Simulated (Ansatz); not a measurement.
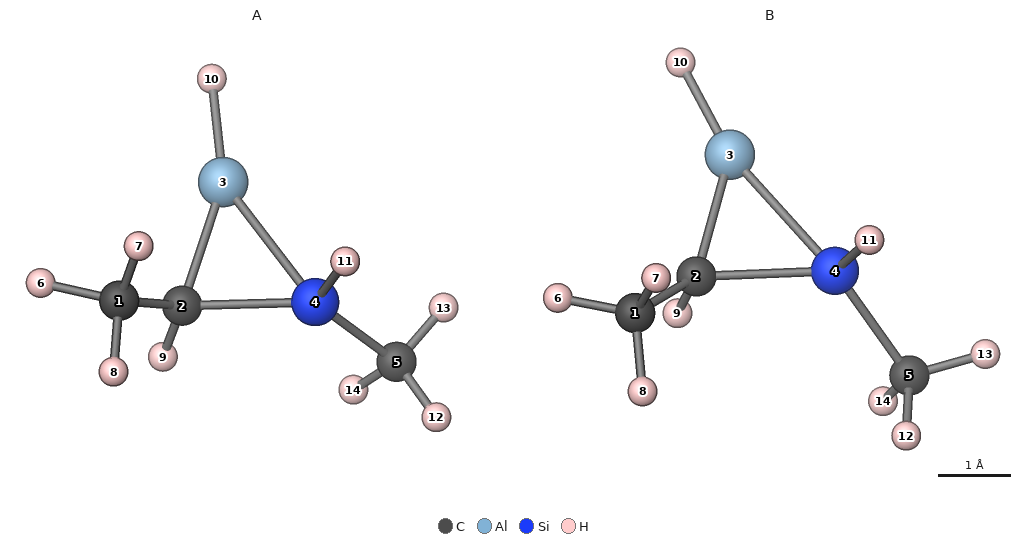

Two geometries of C3H9AlSi (coarse preliminary run), drawn at one scale. One is the start of a relaxation, the other its converged end. The picture is a ball-and-stick view, seen at a tilt.

All numbers below come from RKS PBE-D4/def2-SVP (Ansatz). (force threshold 0.03 eV/Å; at most 200 steps)

Which of the two is the end point?

Answer. Structure B is the relaxed one. The start comes from a force field. H13 moves most after the best rigid fit: 0.86 Å. Largest moves by element: H 0.86 Å, Si 0.60 Å, Al 0.43 Å, C 0.41 Å. Some distances before and after: C1–H6 1.185 → 1.111 Å, Si4–C5 1.827 → 1.898 Å, C2–H9 1.079 → 1.130 Å, C5–H13 1.067 → 1.109 Å. Among the angles between lasting bonds that change: Al3–Si4–C5 111.5° → 138.8°, C1–C2–Al3 114.3° → 139.8°, Al3–C2–H9 114.7° → 93.3°. The energy falls by 1.052 eV in 14 accepted moves (15 points after the start). Largest force component: 2.9 eV/Å at the start, 0.0093 eV/Å at the end. The line search rejected the trial step at point 13 of the run.
